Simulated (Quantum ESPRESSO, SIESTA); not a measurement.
# In-plane stress of hcp Ru under biaxial strain, SIESTA DZP, PBEsol

Calculated with SIESTA 5.4.2: PBEsol; DZP orbitals, shift 0.01 Ry, mesh 400 Ry; k-mesh 13×13×7. The first two cell vectors are strained alike from typed lattice constants; the third vector's length and the atoms are relaxed. The geometries are those relaxed at QE, PBEsol. The typed cell isn't stress-free: at zero strain the reference's in-plane stress is -7.4 GPa, compression positive.

| in-plane strain (%) | in-plane stress (GPa, compression positive) |
| --- | --- |
| -4 | 27.83 |
| -3 | 17.62 |
| -2 | 8.649 |
| -1 | ? |
| 0 | -7.135 |
| +1 | -13.51 |
| +2 | -19.02 |
| +3 | -23.79 |
| +4 | -27.99 |

Task: Fit a second-order form in the logarithmic strain to the rows given and interpolate to the withheld row.

Worked fit:

With u = ln[(1 + ε)/(1 + ε0)], counted from the row at ε0 = +0 % where y0 = -7.135, a second-order form y = y0 + a u + b u² makes v = (y − y0)/u a line in u.

| u | v |
| --- | --- |
| -0.0408220 | -856.524 |
| -0.0304592 | -812.726 |
| -0.0202027 | -781.281 |
| 0.00995033 | -640.682 |
| 0.0198026 | -600.173 |
| 0.0295588 | -563.453 |
| 0.0392207 | -531.734 |

With n = 7: mean u = 0.00100694, mean v = -683.796, Σ(u − ū)² = 0.0058984, Σ(u − ū)(v − v̄) = 24.554. Slope b = 24.554 / 0.0058984 = 4162.8; intercept a = v̄ − b ū = -687.99.

At the withheld row u = -0.01005, v = a + b u = -729.8, and y = y0 + u v.

Prediction at -1: 0.2000 GPa. The run gave -0.0875 GPa, so the fit is high by 0.29 GPa (0.52 % of the range of the table).

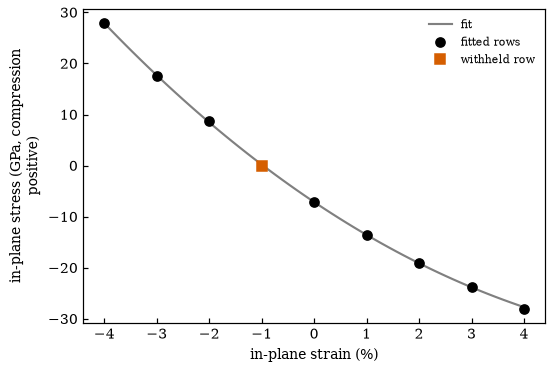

The fit, the rows that it rests on and the withheld row.

The first-order term gives a biaxial modulus of 688 GPa at ε0. The second-order term makes up 5.7 % of v at the withheld row. Among the rows given, the largest miss of the fit is at +4, by 0.28 GPa (0.49 % of the range of the table).

Limits: The nuclei are static. The DFT runs use Fermi–Dirac occupations of width 0.1 eV, and energies are free energies.

[Hosts, paths, dates, database ids (printed as entryN), source tags and the programs' standing remarks are cut or masked in the printed files.]
